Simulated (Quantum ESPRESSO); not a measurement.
# How cutoff, mesh and threshold together moves the magnetism of MnCuAs, part 2 of 2

Wanted: the cheapest choice of cutoff, mesh and threshold together that holds the magnetic results of MnCuAs.

Quantum ESPRESSO 7.5; LDA; plane waves with GBRV 1.5 LDA potentials, no spin-orbit coupling (settings of the first rung).

So far, largest spin moment in the atom's sphere (μB): step 2 (rung 1, start ferro ++) 3.23; step 3 (rung 1, start antiferro +-) 3.26; step 4 (rung 2, start ferro ++) 3.20; step 5 (rung 2, start antiferro +-) 3.22; step 6 (rung 3, start ferro ++) 3.20.

### 7. Rung 3, start antiferro +-

pw.in reads:

```
&CONTROL
  calculation = 'scf'
  prefix = 'pwscf'
  outdir = './tmp'
  pseudo_dir = './pseudo'
  disk_io = 'nowf'
/
&SYSTEM
  ibrav = 0
  celldm(1) = 8
  nat = 6
  ntyp = 4
  ecutwfc = 40
  ecutrho = 280
  nbnd = 50
  occupations = 'smearing'
  smearing = 'fd'
  degauss = 0.00734986
  nspin = 2
  starting_magnetization(1) = 0.2333
  starting_magnetization(2) = -0.2333
  starting_magnetization(3) = 0
  starting_magnetization(4) = 0
/
&ELECTRONS
  conv_thr = 1.2d-08
  electron_maxstep = 150
  mixing_beta = 0.3
/
ATOMIC_SPECIES
Mn1    54.9380 mn_lda_v1.5.uspp.F.UPF
Mn2    54.9380 mn_lda_v1.5.uspp.F.UPF
Cu     63.5460 cu_lda_v1.2.uspp.F.UPF
As     74.9216 as_lda_v1.uspp.F.UPF
CELL_PARAMETERS alat
   0.8738780988147    0.0000000000000    0.0000000000000
   0.0000000000000    0.8738780988147    0.0000000000000
   0.0000000000000    0.0000000000000    1.5137703088783
ATOMIC_POSITIONS crystal
Mn1     0.0000000000    0.5000000000    0.1640200000
Mn2     0.5000000000    0.0000000000    0.8359800000
Cu      0.0000000000    0.0000000000    0.5000000000
Cu      0.5000000000    0.5000000000    0.5000000000
As      0.0000000000    0.5000000000    0.7762460000
As      0.5000000000    0.0000000000    0.2237540000
K_POINTS automatic
8 8 4 0 0 0
```

Command:

```sh
> OMP_NUM_THREADS=1 mpirun -n 2 pw.x -nk 2 -in pw.in > pw.out
```

Output:

```text
     [... lines left out ...]
Program PWSCF v.7.5 starts
     [... lines left out ...]
     number of atoms/cell      =            6
     [... lines left out ...]
     number of electrons       =        78.00
     number of Kohn-Sham states=           50
     kinetic-energy cutoff     =      40.0000  Ry
     charge density cutoff     =     280.0000  Ry
     scf convergence threshold =      1.2E-08
     [... lines left out ...]
      8 Sym. Ops. (no inversion) found ( 4 have fractional translation)
     [... lines left out ...]
     number of k points=    45  Fermi-Dirac smearing, width (Ry)=  0.0073
     [... lines left out ...]
     iteration # 19     ecut=    40.00 Ry     beta= 0.30
     [... lines left out ...]
     Magnetic moment per site  (integrated on atomic sphere of radius R)
     atom   1 (R=0.242)  charge= 13.1770  magn=  3.2133
     atom   2 (R=0.242)  charge= 13.1770  magn= -3.2133
     atom   3 (R=0.249)  charge= 17.8235  magn=  0.0000
     atom   4 (R=0.249)  charge= 17.8235  magn=  0.0000
     atom   5 (R=0.242)  charge=  2.8190  magn=  0.0017
     atom   6 (R=0.242)  charge=  2.8190  magn= -0.0017
     [... lines left out ...]
     the Fermi energy is    13.3022 ev
!    total energy              =   -1309.05549022 Ry
     estimated scf accuracy    <          1.5E-09 Ry
     smearing contrib. (-TS)   =      -0.00614916 Ry
     [... lines left out ...]
     total magnetization       =    -0.00 Bohr mag/cell
     absolute magnetization    =     7.20 Bohr mag/cell
     convergence has been achieved in  19 iterations
```

Run time: 4.2 min. Hardware: 2 MPI ranks of Intel Xeon Platinum 8175M at 2.50GHz (Skylake/Cascade Lake), shared host; peak memory 0.5 GiB; 8.4 min of CPU time.

This step gave:

* magnetization: 0 μB
* final state: antiferromagnetic
* largest moment: 3.213 μB

### 8. Rung 4, start ferro ++

pw.in reads:

```
&CONTROL
  calculation = 'scf'
  prefix = 'pwscf'
  outdir = './tmp'
  pseudo_dir = './pseudo'
  disk_io = 'nowf'
/
&SYSTEM
  ibrav = 0
  celldm(1) = 8
  nat = 6
  ntyp = 3
  ecutwfc = 52
  ecutrho = 364
  nbnd = 54
  occupations = 'smearing'
  smearing = 'fd'
  degauss = 0.00734986
  nspin = 2
  starting_magnetization(1) = 0.2333
  starting_magnetization(2) = 0
  starting_magnetization(3) = 0
/
&ELECTRONS
  conv_thr = 6d-10
  electron_maxstep = 150
  mixing_beta = 0.3
/
ATOMIC_SPECIES
Mn     54.9380 mn_lda_v1.5.uspp.F.UPF
Cu     63.5460 cu_lda_v1.2.uspp.F.UPF
As     74.9216 as_lda_v1.uspp.F.UPF
CELL_PARAMETERS alat
   0.8738780988147    0.0000000000000    0.0000000000000
   0.0000000000000    0.8738780988147    0.0000000000000
   0.0000000000000    0.0000000000000    1.5137703088783
ATOMIC_POSITIONS crystal
Mn      0.0000000000    0.5000000000    0.1640200000
Mn      0.5000000000    0.0000000000    0.8359800000
Cu      0.0000000000    0.0000000000    0.5000000000
Cu      0.5000000000    0.5000000000    0.5000000000
As      0.0000000000    0.5000000000    0.7762460000
As      0.5000000000    0.0000000000    0.2237540000
K_POINTS automatic
10 10 6 0 0 0
```

Output:

```text
     [... lines left out ...]
Program PWSCF v.7.5 starts
     [... lines left out ...]
     number of atoms/cell      =            6
     [... lines left out ...]
     number of electrons       =        78.00
     number of Kohn-Sham states=           54
     kinetic-energy cutoff     =      52.0000  Ry
     charge density cutoff     =     364.0000  Ry
     scf convergence threshold =      6.0E-10
     [... lines left out ...]
     16 Sym. Ops., with inversion, found ( 8 have fractional translation)
     [... lines left out ...]
     number of k points=    84  Fermi-Dirac smearing, width (Ry)=  0.0073
     [... lines left out ...]
     iteration # 20     ecut=    52.00 Ry     beta= 0.30
     [... lines left out ...]
     Magnetic moment per site  (integrated on atomic sphere of radius R)
     atom   1 (R=0.242)  charge= 13.1803  magn=  3.2050
     atom   2 (R=0.242)  charge= 13.1803  magn=  3.2050
     atom   3 (R=0.249)  charge= 17.8243  magn=  0.0348
     atom   4 (R=0.249)  charge= 17.8243  magn=  0.0348
     atom   5 (R=0.242)  charge=  2.8119  magn= -0.0223
     atom   6 (R=0.242)  charge=  2.8119  magn= -0.0223
     [... lines left out ...]
     the Fermi energy is    13.1828 ev
!    total energy              =   -1309.04116387 Ry
     estimated scf accuracy    <          1.1E-10 Ry
     smearing contrib. (-TS)   =      -0.00989163 Ry
     [... lines left out ...]
     total magnetization       =     6.83 Bohr mag/cell
     absolute magnetization    =     7.17 Bohr mag/cell
     convergence has been achieved in  20 iterations
```

The job ended after 13 min (2 MPI ranks; peak memory 0.94 GiB; 26 min of CPU time).

This step gave:

- magnetization: 6.831 μB
- final state: ferromagnetic
- largest moment: 3.205 μB

### 9. Rung 4, start antiferro +-

Edit pw.in of step 8 so:

```diff
@@ -11,6 +11,6 @@
   nat = 6
-  ntyp = 3
+  ntyp = 4
   ecutwfc = 52
   ecutrho = 364
-  nbnd = 54
+  nbnd = 50
   occupations = 'smearing'
@@ -20,4 +20,5 @@
   starting_magnetization(1) = 0.2333
-  starting_magnetization(2) = 0
+  starting_magnetization(2) = -0.2333
   starting_magnetization(3) = 0
+  starting_magnetization(4) = 0
 /
@@ -29,3 +30,4 @@
 ATOMIC_SPECIES
-Mn     54.9380 mn_lda_v1.5.uspp.F.UPF
+Mn1    54.9380 mn_lda_v1.5.uspp.F.UPF
+Mn2    54.9380 mn_lda_v1.5.uspp.F.UPF
 Cu     63.5460 cu_lda_v1.2.uspp.F.UPF
@@ -37,4 +39,4 @@
 ATOMIC_POSITIONS crystal
-Mn      0.0000000000    0.5000000000    0.1640200000
-Mn      0.5000000000    0.0000000000    0.8359800000
+Mn1     0.0000000000    0.5000000000    0.1640200000
+Mn2     0.5000000000    0.0000000000    0.8359800000
 Cu      0.0000000000    0.0000000000    0.5000000000
```

Output:

```text
     [... lines left out ...]
Program PWSCF v.7.5 starts
     [... lines left out ...]
     number of atoms/cell      =            6
     [... lines left out ...]
     number of electrons       =        78.00
     number of Kohn-Sham states=           50
     kinetic-energy cutoff     =      52.0000  Ry
     charge density cutoff     =     364.0000  Ry
     scf convergence threshold =      6.0E-10
     [... lines left out ...]
      8 Sym. Ops. (no inversion) found ( 4 have fractional translation)
     [... lines left out ...]
     number of k points=    84  Fermi-Dirac smearing, width (Ry)=  0.0073
     [... lines left out ...]
     iteration # 21     ecut=    52.00 Ry     beta= 0.30
     [... lines left out ...]
     Magnetic moment per site  (integrated on atomic sphere of radius R)
     atom   1 (R=0.242)  charge= 13.1772  magn=  3.2190
     atom   2 (R=0.242)  charge= 13.1772  magn= -3.2190
     atom   3 (R=0.249)  charge= 17.8236  magn= -0.0000
     atom   4 (R=0.249)  charge= 17.8236  magn= -0.0000
     atom   5 (R=0.242)  charge=  2.8194  magn=  0.0015
     atom   6 (R=0.242)  charge=  2.8194  magn= -0.0015
     [... lines left out ...]
     the Fermi energy is    13.3037 ev
!    total energy              =   -1309.06114071 Ry
     estimated scf accuracy    <          2.5E-10 Ry
     smearing contrib. (-TS)   =      -0.00631692 Ry
     [... lines left out ...]
     total magnetization       =     0.00 Bohr mag/cell
     absolute magnetization    =     7.22 Bohr mag/cell
     convergence has been achieved in  21 iterations
```

It took 14 min on 2 MPI ranks; peak memory 0.91 GiB; 27 min of CPU time.

Numbers from this step:

```yaml
magnetization: 0 μB
final_state: antiferromagnetic
largest_moment: 3.219 μB
```

### 10. The rungs together

Ladder, by row:

| rung | cutoff (eV) | mesh | state from the first start | state from the second start | second less first (meV a seeded atom) | moment, first (μB) | moment, second (μB) | CPU time (s) |
| --- | --- | --- | --- | --- | --- | --- | --- | --- |
| 1 | 299 | 4x4x2 | ferromagnetic | antiferromagnetic | -128.7 | 3.231 | 3.263 | 139.6 |
| 2 | 408 | 6x6x6 | ferromagnetic | antiferromagnetic | -136.3 | 3.203 | 3.223 | 554.1 |
| 3 | 544 | 8x8x4 | ferromagnetic | antiferromagnetic | -134.1 | 3.202 | 3.213 | 922.9 |
| 4 | 707 | 10x10x6 | ferromagnetic | antiferromagnetic | -135.9 | 3.205 | 3.219 | 3214 |

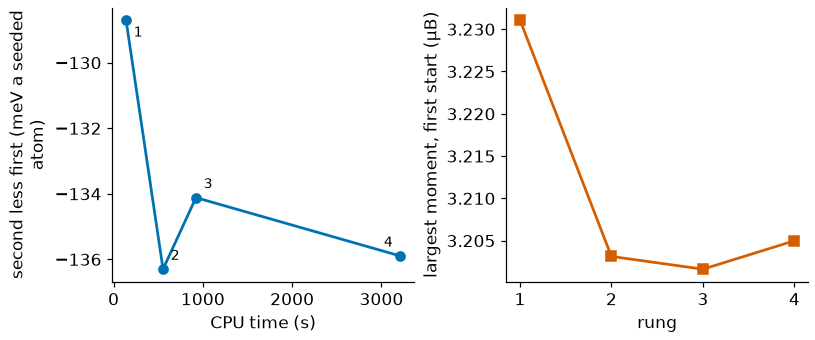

Result against cost, rungs numbered as in the table, and the moment by rung.

### 11. Summary of results

| Item | Value |
| --- | --- |
| range of the largest moment, first start | 3.20 to 3.23 μB; second start 3.21 to 3.26 μB |
| range of CPU time | 2.3 min to 54 min |
| range of the energy difference | -136 to -129 meV a seeded atom |
| first rung that agrees with the last (margins below) | 2 |

**Reading.** From rung 2 on the states are those of the last rung, the moments stay within 0.05 μB of it and the difference within 6.8 meV; rung 2 took 17 % of its CPU time. Energies are free energies at an electronic temperature of 1160 K, which lowers moments and differences where the moments are itinerant.

[Logs and program files are shortened in this print: banners, set-up blocks, solver, clock and traceback lines can be left out without a mark of their own.]

[Logs are printed without paths, hosts, clocks, repeated set-up lines and the standing remarks that a program may print on its own settings, such as how far it seeks lower states.]

[Hosts, paths, dates, database ids (printed as entryN), source tags and the programs' standing remarks are cut or masked in the printed files.]

[Where a cell is said to come from a database of computed structures, the database is the Materials Project.]
